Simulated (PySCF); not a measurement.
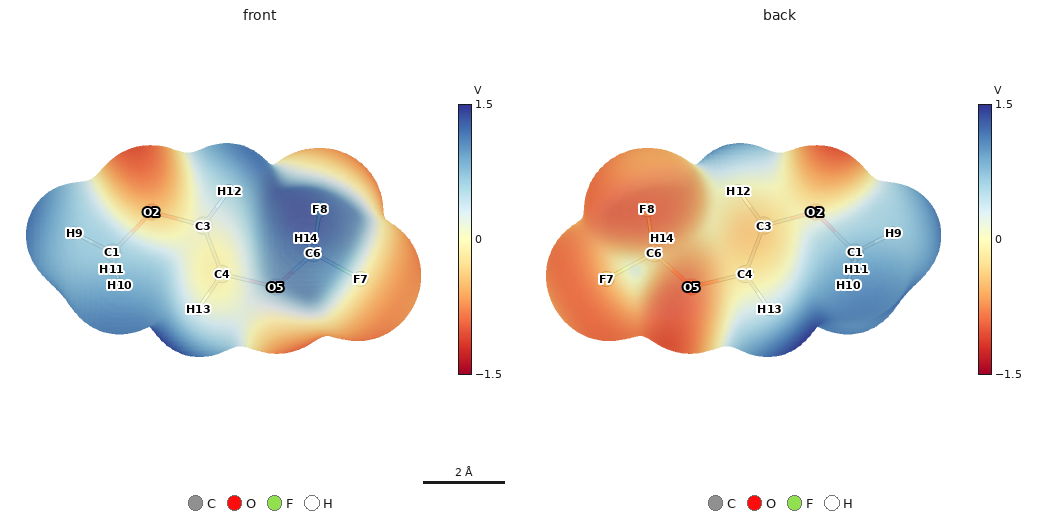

The picture shows: C$_{4}$H$_{6}$F$_{2}$O$_{2}$ (SMILES CO/C=C/OC(F)F). The electrostatic potential painted on the density surface at 0.002 e/bohr³, seen from the front and from behind; the colour scale runs from red (negative) to blue (positive).

Geometry: GFN2-xTB.

Computed with PBE0/pcSseg-1, SCF density, gas phase, non-relativistic (PySCF).

```xyz
14

C     2.5326   -0.0054   -0.1246
O     1.5584   -0.9973    0.1096
C     0.2588   -0.6426    0.0133
C    -0.2192    0.5684   -0.2517
O    -1.5669    0.9030   -0.3363
C    -2.4584    0.0840    0.2474
F    -3.6198    0.7424    0.3571
F    -2.7269   -1.0153   -0.5099
H     3.4944   -0.5024   -0.0122
H     2.4517    0.8080    0.6029
H     2.4477    0.4033   -1.1355
H    -0.3721   -1.5017    0.1909
H     0.3770    1.4379   -0.4672
H    -2.1581   -0.2828    1.2492
```

### Describe the electrostatic potential map.

The most negative region (about −1.0 V, or −23 kcal/mol for a unit charge) lies over O2 and O5, the most positive (about +1.4 V, or +32 kcal/mol for a unit charge) over H13.
